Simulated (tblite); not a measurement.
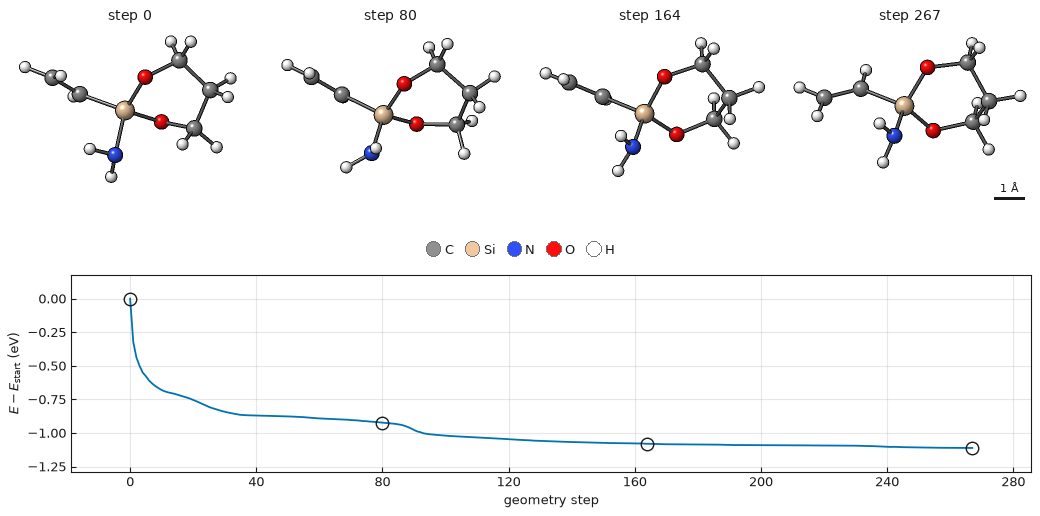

Frames of a relaxation of C$_{5}$H$_{11}$NO$_{2}$Si, marked on the history of the run. The picture is a ball-and-stick view, seen face on.

Level of theory: GFN2-xTB geometry optimisation, gas phase in tblite. 

Question: Describe the path.

Answer: The largest move after the best rigid fit is that of an H atom, 1.91 Å. By element the largest moves are H 1.91 Å, N 0.99 Å, C 0.87 Å, O 0.56 Å, Si 0.31 Å. Near-neighbour distances that change, for instance: O–Si 1.723 → 1.637 Å, N–Si 1.796 → 1.733 Å, C–Si 1.823 → 1.884 Å, H–N 1.057 → 1.007 Å. Among the angles between lasting bonds that change: Si–O–C 102.6° → 121.4°, Si–N–H 104.6° → 116.7°, Si–N–H 107.2° → 116.8°. Groups turn about C–O by about 105°, C–C by about 105°, C–Si by about 75°. After 267 geometry steps the energy has fallen by 1.111 eV. From step 0 to 80: H atoms move most (1.27 Å), energy −0.923 eV. From step 80 to 164: H atoms move most (0.94 Å), energy −0.157 eV. From step 164 to 267: an H atom moves most (1.31 Å), energy −0.031 eV.

```csv
step,"E − E(0), eV"
0,0.0000
1,-0.3236
2,-0.4384
3,-0.5007
4,-0.5505
5,-0.5771
6,-0.6098
7,-0.6321
8,-0.6509
9,-0.6663
10,-0.6800
24,-0.7952
37,-0.8680
51,-0.8775
64,-0.8962
78,-0.9191
91,-0.9883
105,-1.0267
118,-1.0434
132,-1.0605
145,-1.0703
159,-1.0771
172,-1.0842
186,-1.0864
199,-1.0900
213,-1.0920
226,-1.0938
240,-1.1029
253,-1.1093
267,-1.1114
```
